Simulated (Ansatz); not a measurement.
# CH$_{6}$Si···HBr: what the fields show

```yaml
atoms:
  - { symbol: Si, position_ang: [-0.8614, 0.7678, -0.0928] }
  - { symbol: Br, position_ang: [0.5970, -3.2228, -0.7589] }
  - { symbol: H, position_ang: [-0.9530, 1.7570, -1.1984] }
  - { symbol: H, position_ang: [-1.7665, 1.1900, 1.0081] }
  - { symbol: H, position_ang: [-1.3827, -0.5318, -0.6186] }
  - { symbol: H, position_ang: [-0.3137, -2.1242, -0.7312] }
  - { symbol: C, position_ang: [0.8964, 0.5707, 0.5045] }
  - { symbol: H, position_ang: [1.2773, 1.5193, 0.8894] }
  - { symbol: H, position_ang: [1.5506, 0.2444, -0.3067] }
  - { symbol: H, position_ang: [0.9562, -0.1704, 1.3044] }
```

The product side of a reaction path; geometry: PBE0-D4/def2-TZVP.

Level of theory: RKS PBE0-D4/def2-TZVPP (Ansatz 0.2.0).

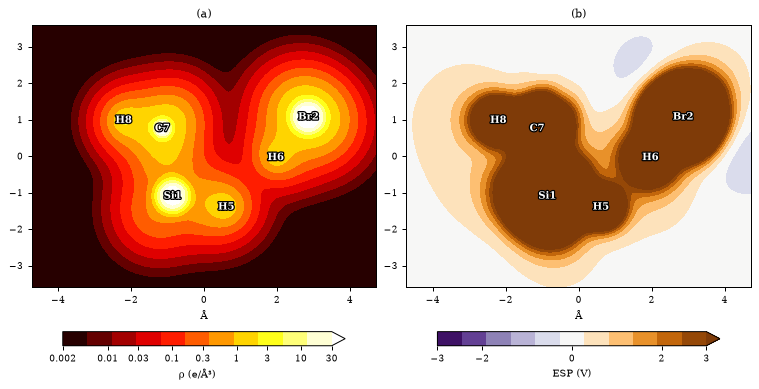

Figure 1. (a) electron density; (b) electrostatic potential on the plane of atoms H5, Si1 and C7.

### Describe what can be read from this map.

Atoms in the plane: Si, Br, H and C. H5···H6 (1.92 Å): the density falls to about 0.1 e/Å³ on the way. C–Si (1.87 Å): the density is about 0.97 e/Å³ at the midpoint. C–H (1.09 Å): ρ at the midpoint is about 2 e/Å³. Br–H (1.43 Å): ρ is about 1.6 e/Å³ halfway. Si–H (1.50 Å): the density is about 0.78 e/Å³ at the midpoint. Outside the dense part of the complex the potential is most negative (−0.5 V) near Br2.

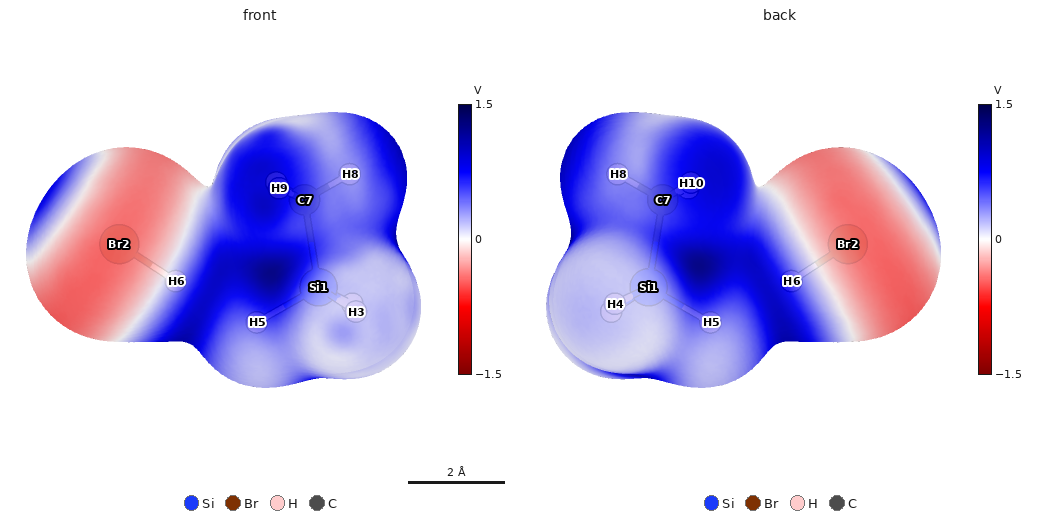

Figure 2. The electrostatic potential painted on the density surface at 0.002 e/bohr³, seen from the front and from behind; red is negative and blue positive.

### Describe the electrostatic potential map.

The most negative region (about −0.5 V, or −12 kcal/mol for a unit charge) lies over Br2, the most positive (about +1.2 V, or +28 kcal/mol for a unit charge) over Si1. Br2 shows a σ-hole: about +0.8 V, or +18 kcal/mol for a unit charge at the tip opposite its bond, against about −0.4 V, or −9 kcal/mol for a unit charge on its flanks.
